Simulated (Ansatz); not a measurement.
BH4Br: geometry relaxation

System: BH4Br.
Method: RKS B3LYP/def2-SVP (Ansatz 0.2.0).

The input holds or restrains some coordinates. It belongs to a series of runs on one base structure; here: pulled along the bonds that form and break, towards end B. Figures and captions count atoms from 1; the log counts them from 0 in places.

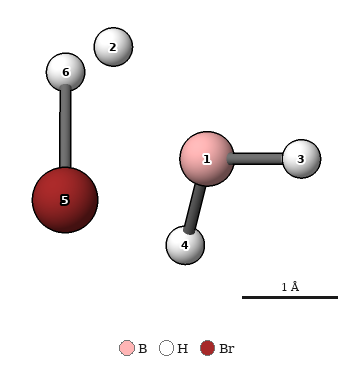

The structure as given in the input (ball-and-stick view, seen at a tilt; atoms are numbered from 1 in the order of the input).

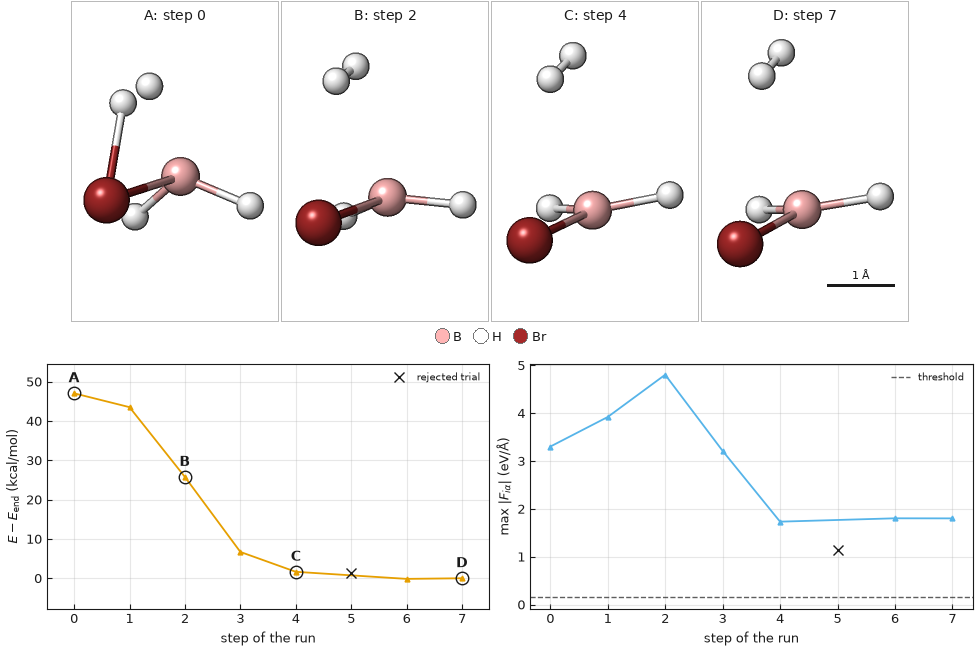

Frames of the restrained relaxation (ball-and-stick view, seen at a tilt) above the curves, on which the letters mark them (the first geometry is step 0 here and step 1 in the log).

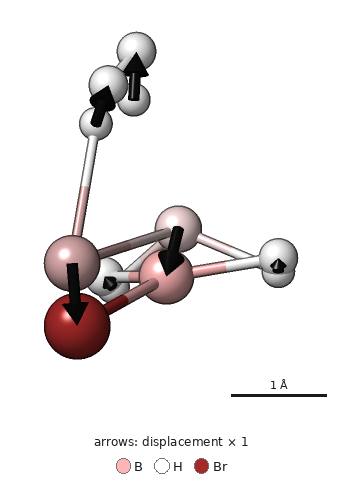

Start (faint) and end (solid) with the displacements as black arrows, at true length (ball-and-stick view, seen at a tilt). The two geometries are laid on each other by the best rigid fit. After 7 geometry steps the energy has fallen by 47.1 kcal/mol. The largest force component goes from 3.3 to 1.8 eV/Å. The line search rejected the trial step at point 5 (counted from 0) and went back. The atom that moves furthest after the best rigid fit is Br5 (0.66 Å). Largest moves by element: Br 0.66 Å, B 0.61 Å, H 0.53 Å. Among the contacts that change: Br5–H6 1.661 → 2.758 Å, B1–Br5 2.340 → 1.999 Å, H2–H6 0.883 → 0.719 Å, B1–H3 1.190 → 1.197 Å. Bonds break: Br5–H6 (1.66 → 2.76 Å). Among the angles that change: H3–B1–Br5 97.0° → 116.9°, H4–B1–Br5 101.2° → 116.9°, H3–B1–H4 120.0° → 126.0°. (Atoms are counted from 1 in the order of the input.)

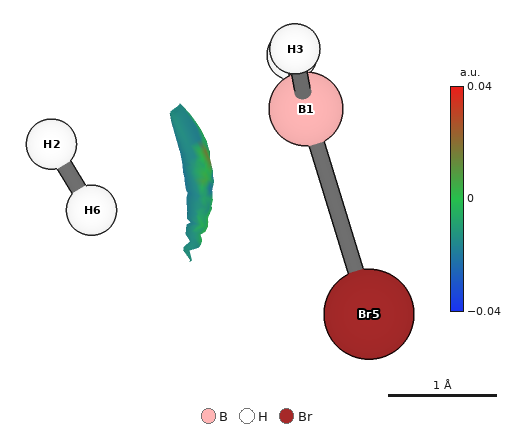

Non-covalent interaction (NCI) plot: the surface where the reduced density gradient is 0.4, for densities under 0.05 a.u., coloured by sign(λ₂)ρ; seen face on.

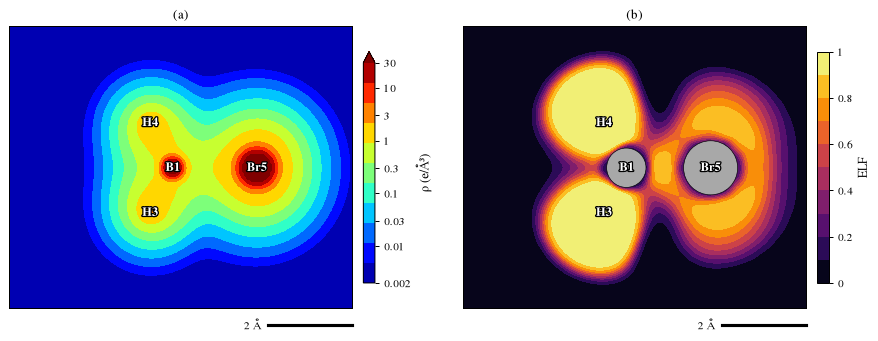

(a) electron density; (b) electron localisation function on the plane of atoms H3, B1 and Br5. Grey discs, where drawn, cover atomic cores. B–Br (2.00 Å): ρ at the midpoint is about 0.95 e/Å³, with its minimum of 0.78 e/Å³ about 0.6 Å from B; the ELF peaks at about 0.90 between the atoms, which marks a polar covalent bond.

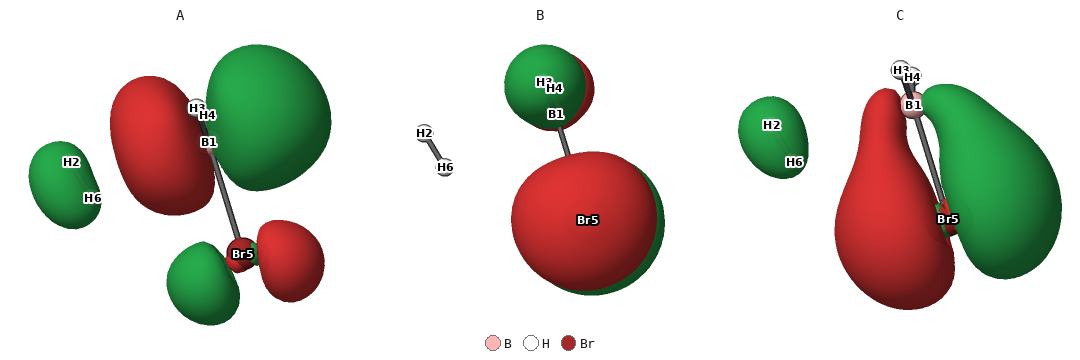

Three frontier orbitals at ±0.1 Å⁻³ᐟ² (green and red are the two phases). C is the HOMO−1 (−8.38 eV). B is the HOMO (−7.71 eV). A is the LUMO (−1.87 eV). Its weight (Hirshfeld) is mainly on B1 (60 %) and Br5 (15 %). The HOMO–LUMO gap is 5.84 eV between the orbital energies.

The input that produced these results follows, with the program's output.

## The input
```yaml
crystal:
  periodic: [false, false, false]
  atoms:
    - { symbol: B, position_ang: [0.0, 0.0, 0.0] }
    - { symbol: H, position_ang: [0.0, 0.0, 1.54] }
    - { symbol: H, position_ang: [1.0305, 0.0, -0.595] }
    - { symbol: H, position_ang: [-1.0305, 0.0, -0.595] }
    - { symbol: Br, position_ang: [0.0978, -2.2185, 0.7379] }
    - { symbol: H, position_ang: [0.0382, -0.8668, 1.7013] }
basis:
  gaussian: { orbitals: def2-SVP }
hamiltonian:
  xc: b3lyp
relax:
  f_tol: 0.15
  max_steps: 25
  restrain:
    - { distance: [0, 4], at: 2.04, k: 30.0 }
    - { distance: [5, 1], at: 0.66, k: 30.0 }
    - { distance: [0, 1], at: 2.39, k: 30.0 }
    - { distance: [5, 4], at: 2.75, k: 30.0 }
output:
  orbitals: {}
```

Launch command:
```bash
ansatz run input.yaml --threads 1 --pin off --max-ram 2048MiB --backend cpu --events-out ev --progress --plain --runs-dir out
```

## Output
```
The last accepted step is kept in [file] (removed where the run ends without a failure and the disk answers)
Engine: ansatz 0.2.0, x86_64-unknown-linux-gnu
Functional definition: B3LYP
  parameter a0 = 0.2
  parameter ax = 0.72
  parameter ac = 0.81
  exchange = (1 - a0 - ax)*slater_x + ax*b88_x + a0*exact_x
  correlation = (1 - ac)*vwn_rpa_c + ac*lyp_c
712 factors; integrals over basis functions are off by at most 3.9e-4 eV
mean field evaluation 1: about -70776.1588 eV, gradient 1.5e1 eV
mean field evaluation 2: about -70775.8546 eV, gradient 1.8e1 eV
mean field evaluation 4: about -70777.0223 eV, gradient 9.9e-1 eV
mean field evaluation 8: about -70777.0320 eV, gradient 9.6e-3 eV
mean field -70777.03200193 eV, -2601.0079516754 hartree, gradient 1.4e-5 eV, S^2 0.000000; 0 other end points of the search recorded, 0 dependent functions left out
the calculation of the forces begins
reference -70777.03221253 eV, -2601.0079594149 hartree; 22, 22 occupied and 44, 44 virtual orbitals, 712 factors
relax step   1: F+E_penalty+E_count = -70777.03200193 eV  Δ(F+E_penalty+E_count) = +0.000e0 eV  max|allowed force component| = 3.302e0 eV/Å  E_restraint = 30.72069034 eV  max|allowed force component, restraints' pulls added| = 3.213e1 eV/Å  Δτ_max = 0.0000 Å  (24 SCF iters, accepted)
  distance B 0 - Br 4 = 2.3400 Å
  distance H 5 - H 1 = 0.8825 Å
  distance B 0 - H 1 = 1.5400 Å
  distance H 5 - Br 4 = 1.6610 Å
these checks for a lower state are left out or cut short: starts, cluster_reference, orbital_swaps, neighbouring_geometries, increment
712 factors; integrals over basis functions are off by at most 1.1e-3 eV
mean field evaluation 16: about -70777.1514 eV, gradient 1.8e0 eV
mean field -70777.18499564 eV, -2601.0135740906 hartree, gradient 2.0e-5 eV, S^2 0.000000; 0 other end points of the search recorded, 0 dependent functions left out
the calculation of the forces begins
reference -70777.18520339 eV, -2601.0135817253 hartree; 22, 22 occupied and 44, 44 virtual orbitals, 712 factors
relax step   2: F+E_penalty+E_count = -70777.18499564 eV  Δ(F+E_penalty+E_count) = -1.530e-1 eV  max|allowed force component| = 3.921e0 eV/Å  E_restraint = 14.19583767 eV  max|allowed force component, restraints' pulls added| = 1.869e1 eV/Å  Δτ_max = 0.1949 Å  (33 SCF iters, accepted)
  distance B 0 - Br 4 = 2.3158 Å
  distance H 5 - H 1 = 0.7479 Å
  distance B 0 - H 1 = 1.8098 Å
  distance H 5 - Br 4 = 2.0248 Å
these checks for a lower state are left out or cut short: starts, cluster_reference, orbital_swaps, neighbouring_geometries, increment
712 factors; integrals over basis functions are off by at most 8.5e-4 eV
mean field -70777.95529035 eV, -2601.0418818993 hartree, gradient 2.6e-5 eV, S^2 0.000000; 0 other end points of the search recorded, 0 dependent functions left out
the calculation of the forces begins
reference -70777.95549683 eV, -2601.0418894872 hartree; 22, 22 occupied and 44, 44 virtual orbitals, 712 factors
relax step   3: F+E_penalty+E_count = -70777.95529035 eV  Δ(F+E_penalty+E_count) = -7.703e-1 eV  max|allowed force component| = 4.804e0 eV/Å  E_restraint = 4.37131215 eV  max|allowed force component, restraints' pulls added| = 1.058e1 eV/Å  Δτ_max = 0.1950 Å  (29 SCF iters, accepted)
  distance B 0 - Br 4 = 2.2047 Å
  distance H 5 - H 1 = 0.6738 Å
  distance B 0 - H 1 = 2.0867 Å
  distance H 5 - Br 4 = 2.3351 Å
these checks for a lower state are left out or cut short: starts, cluster_reference, orbital_swaps, neighbouring_geometries, increment
712 factors; integrals over basis functions are off by at most 6.0e-4 eV
mean field evaluation 32: about -70778.7740 eV, gradient 3.6e-1 eV
mean field -70778.78218225 eV, -2601.0722696162 hartree, gradient 9.6e-6 eV, S^2 0.000000; 0 other end points of the search recorded, 0 dependent functions left out
the calculation of the forces begins
reference -70778.78239372 eV, -2601.0722773872 hartree; 22, 22 occupied and 44, 44 virtual orbitals, 712 factors
relax step   4: F+E_penalty+E_count = -70778.78218225 eV  Δ(F+E_penalty+E_count) = -8.269e-1 eV  max|allowed force component| = 3.213e0 eV/Å  E_restraint = 0.36677760 eV  max|allowed force component, restraints' pulls added| = 3.827e0 eV/Å  Δτ_max = 0.1949 Å  (27 SCF iters, accepted)
  distance B 0 - Br 4 = 2.0570 Å
  distance H 5 - H 1 = 0.6920 Å
  distance B 0 - H 1 = 2.3305 Å
  distance H 5 - Br 4 = 2.6100 Å
these checks for a lower state are left out or cut short: starts, cluster_reference, orbital_swaps, neighbouring_geometries, increment
712 factors; integrals over basis functions are off by at most 5.6e-4 eV
mean field -70779.00136539 eV, -2601.0803244477 hartree, gradient 1.2e-5 eV, S^2 0.000000; 0 other end points of the search recorded, 0 dependent functions left out
the calculation of the forces begins
reference -70779.00157224 eV, -2601.0803320494 hartree; 22, 22 occupied and 44, 44 virtual orbitals, 712 factors
relax step   5: F+E_penalty+E_count = -70779.00136539 eV  Δ(F+E_penalty+E_count) = -2.192e-1 eV  max|allowed force component| = 1.734e0 eV/Å  E_restraint = 0.15192099 eV  max|allowed force component, restraints' pulls added| = 2.041e0 eV/Å  Δτ_max = 0.2000 Å  (26 SCF iters, accepted)
  distance B 0 - Br 4 = 2.0287 Å
  distance H 5 - H 1 = 0.7213 Å
  distance B 0 - H 1 = 2.3588 Å
  distance H 5 - Br 4 = 2.6775 Å
these checks for a lower state are left out or cut short: starts, cluster_reference, orbital_swaps, neighbouring_geometries, increment
712 factors; integrals over basis functions are off by at most 6.5e-4 eV
mean field -70779.01710215 eV, -2601.0809027632 hartree, gradient 1.8e-5 eV, S^2 0.000000; 0 other end points of the search recorded, 0 dependent functions left out
the calculation of the forces begins
reference -70779.01731045 eV, -2601.0809104180 hartree; 22, 22 occupied and 44, 44 virtual orbitals, 712 factors
relax step   6: F+E_penalty+E_count = -70779.01710215 eV  Δ(F+E_penalty+E_count) = -1.574e-2 eV  max|allowed force component| = 1.134e0 eV/Å  E_restraint = 0.35725605 eV  max|allowed force component, restraints' pulls added| = 5.157e0 eV/Å  Δτ_max = 0.1968 Å  (26 SCF iters, rejected (line search))
  distance B 0 - Br 4 = 2.0017 Å
  distance H 5 - H 1 = 0.8080 Å
  distance B 0 - H 1 = 2.4006 Å
  distance H 5 - Br 4 = 2.7686 Å
these checks for a lower state are left out or cut short: starts, cluster_reference, orbital_swaps, neighbouring_geometries, increment
712 factors; integrals over basis functions are off by at most 5.8e-4 eV
mean field -70779.07947297 eV, -2601.0831948485 hartree, gradient 1.0e-5 eV, S^2 0.000000; 0 other end points of the search recorded, 0 dependent functions left out
the calculation of the forces begins
reference -70779.07968096 eV, -2601.0832024919 hartree; 22, 22 occupied and 44, 44 virtual orbitals, 712 factors
relax step   7: F+E_penalty+E_count = -70779.07947297 eV  Δ(F+E_penalty+E_count) = -7.811e-2 eV  max|allowed force component| = 1.804e0 eV/Å  E_restraint = 0.08986597 eV  max|allowed force component, restraints' pulls added| = 3.485e-1 eV/Å  Δτ_max = 0.0707 Å  (27 SCF iters, accepted)
  distance B 0 - Br 4 = 1.9911 Å
  distance H 5 - H 1 = 0.7193 Å
  distance B 0 - H 1 = 2.3952 Å
  distance H 5 - Br 4 = 2.7575 Å
these checks for a lower state are left out or cut short: starts, cluster_reference, orbital_swaps, neighbouring_geometries, increment
712 factors; integrals over basis functions are off by at most 5.8e-4 eV
mean field evaluation 64: about -70779.0726 eV, gradient 1.0e-5 eV
mean field -70779.07257172 eV, -2601.0829412323 hartree, gradient 1.0e-5 eV, S^2 0.000000; 0 other end points of the search recorded, 0 dependent functions left out
the calculation of the forces begins
reference -70779.07277932 eV, -2601.0829488615 hartree; 22, 22 occupied and 44, 44 virtual orbitals, 712 factors
relax step   8: F+E_penalty+E_count = -70779.07257172 eV  Δ(F+E_penalty+E_count) = +6.901e-3 eV  max|allowed force component| = 1.802e0 eV/Å  E_restraint = 0.07861610 eV  max|allowed force component, restraints' pulls added| = 1.387e-2 eV/Å  Δτ_max = 0.0273 Å  (28 SCF iters, accepted)
  distance B 0 - Br 4 = 1.9991 Å
  distance H 5 - H 1 = 0.7192 Å
  distance B 0 - H 1 = 2.3918 Å
  distance H 5 - Br 4 = 2.7580 Å
712 factors; integrals over basis functions are off by at most 5.8e-4 eV
mean field -70779.07257172 eV, -2601.0829412323 hartree, gradient 1.0e-5 eV, S^2 0.000000; 1 other end points of the search recorded, 0 dependent functions left out
the calculation of the forces begins
reference -70779.07277932 eV, -2601.0829488615 hartree; 22, 22 occupied and 44, 44 virtual orbitals, 712 factors
Total energy: -70779.07277932 eV, -2601.0829488615 hartree
Atom 0 at     0.022806    -0.522648    -0.291305 Å, force     0.037079    -1.233408     0.198441 eV/Å
Atom 1 at     0.001498     0.319401     1.947299 Å, force    -0.039192     1.802101     0.136209 eV/Å
Atom 2 at     1.073427     0.030330    -0.443037 Å, force     0.001444    -0.001562     0.002462 eV/Å
Atom 3 at    -1.058499    -0.032464    -0.442730 Å, force    -0.002690    -0.000072     0.002077 eV/Å
Atom 4 at     0.080121    -2.481103     0.105793 Å, force    -0.029896     1.033736    -0.403851 eV/Å
Atom 5 at     0.016647    -0.398817     1.913180 Å, force     0.033255    -1.600795     0.064662 eV/Å
Dipole moment:    -0.006374     0.219114     0.047959 e Å
```

## Trajectory as extended XYZ (Å, eV, eV/Å), 8 frames, from step=1 to step=8
```
6
Properties=species:S:1:pos:R:3:forces:R:3 step=1 energy=-70777.03200
B     0.0000    0.0000    0.0000    0.0957  -1.9066   1.3899
H     0.0000    0.0000    1.5400   -0.1138   3.3021  -1.6097
H     1.0305    0.0000   -0.5950    0.4992   0.7356   0.5876
H    -1.0305    0.0000   -0.5950   -0.5260   0.5681   0.6051
Br    0.0978   -2.2185    0.7379   -0.0057  -1.6894  -0.3712
H     0.0382   -0.8668    1.7013    0.0506  -1.0098  -0.6017
6
Properties=species:S:1:pos:R:3:forces:R:3 step=2 energy=-70777.18500
B     0.0034   -0.1079   -0.1064    0.0778  -3.9209   0.6439
H    -0.0010    0.0321    1.6980   -0.1236   3.1338  -0.2932
H     1.0471    0.0073   -0.6003    1.0676   1.0087   0.4382
H    -1.0459    0.0054   -0.5993   -0.9936   0.8321   0.5329
Br    0.1012   -2.3158    0.5853   -0.0850   0.1491  -1.0447
H     0.0312   -0.7064    1.8118    0.0569  -1.2028  -0.2771
6
Properties=species:S:1:pos:R:3:forces:R:3 step=3 energy=-70777.95529
B     0.0076   -0.2670   -0.2190    0.0190  -4.0035   0.1251
H    -0.0032    0.0885    1.8372   -0.2055   4.8038  -0.2000
H     1.0660    0.0237   -0.5958    0.8443   0.8488   0.2695
H    -1.0626    0.0193   -0.5928   -0.6728   0.6280   0.3977
Br    0.1024   -2.3711    0.4324   -0.1470   1.3814  -1.1526
H     0.0258   -0.5787    1.9271    0.1621  -3.6584   0.5603
6
Properties=species:S:1:pos:R:3:forces:R:3 step=4 energy=-70778.78218
B     0.0095   -0.4362   -0.3157    0.2062  -1.8674  -0.1283
H    -0.0067    0.1809    1.9316   -0.1373   3.2133  -0.3221
H     1.0859    0.0423   -0.5859   -0.2725   0.0576   0.2962
H    -1.0758    0.0299   -0.5787    0.2446  -0.0957   0.3431
Br    0.1004   -2.4036    0.2778   -0.1587   1.3819  -0.8116
H     0.0227   -0.4985    2.0601    0.1177  -2.6897   0.6228
6
Properties=species:S:1:pos:R:3:forces:R:3 step=5 energy=-70779.00137
B     0.0186   -0.5110   -0.3073   -0.0078  -1.4242   0.6525
H     0.0283    0.2917    1.9107    0.0750   1.7336   0.1619
H     1.0642    0.0483   -0.4246    0.1328  -0.0031  -0.1443
H    -1.0587   -0.0035   -0.4283   -0.0317  -0.1157  -0.1201
Br    0.0934   -2.4830    0.1628   -0.0832   1.2748  -0.6409
H    -0.0099   -0.4278    1.8758   -0.0852  -1.4654   0.0909
6
Properties=species:S:1:pos:R:3:forces:R:3 step=6 energy=-70779.01710 accepted=F
B     0.0106   -0.5481   -0.1971    0.8132  -0.7770  -0.4847
H     0.1195    0.3745    2.0164   -0.3608  -1.0827  -0.5285
H     1.0778    0.0369   -0.3940   -0.6721  -0.3824   0.2359
H    -1.0682   -0.0702   -0.4013   -0.0340  -0.0035   0.1509
Br    0.1001   -2.5336    0.0410   -0.0632   1.1120  -0.1243
H    -0.1038   -0.3449    1.7241    0.3169   1.1336   0.7506
6
Properties=species:S:1:pos:R:3:forces:R:3 step=7 energy=-70779.07947
B     0.0227   -0.5161   -0.2906    0.0373  -1.3140   0.0826
H     0.0060    0.3137    1.9563   -0.0177   1.8038   0.1025
H     1.0706    0.0259   -0.4624    0.0949   0.0912   0.0469
H    -1.0559   -0.0375   -0.4615   -0.0985   0.0854   0.0465
Br    0.0807   -2.4660    0.1081   -0.0273   0.9195  -0.3644
H     0.0118   -0.4053    1.9392    0.0114  -1.5859   0.0860
6
Properties=species:S:1:pos:R:3:forces:R:3 step=8 energy=-70779.07257
B     0.0228   -0.5226   -0.2913    0.0371  -1.2334   0.1984
H     0.0015    0.3194    1.9473   -0.0392   1.8021   0.1362
H     1.0734    0.0303   -0.4430    0.0014  -0.0016   0.0025
H    -1.0585   -0.0325   -0.4427   -0.0027  -0.0001   0.0021
Br    0.0801   -2.4811    0.1058   -0.0299   1.0337  -0.4039
H     0.0166   -0.3988    1.9132    0.0333  -1.6008   0.0647
```

## Key numbers

```tsv
quantity	value
outcome	converged under the restraints of the input
total energy	−70779.0728 eV
mean-field energy	−70779.0728 eV
largest force (length of the vector) at the end, held atoms and coordinates included	1.808 eV/Å
hardware	1 thread of Intel Xeon (Sapphire Rapids), 32 GiB of memory available, shared host
wall time	16 s
peak memory	0.13 GiB
```
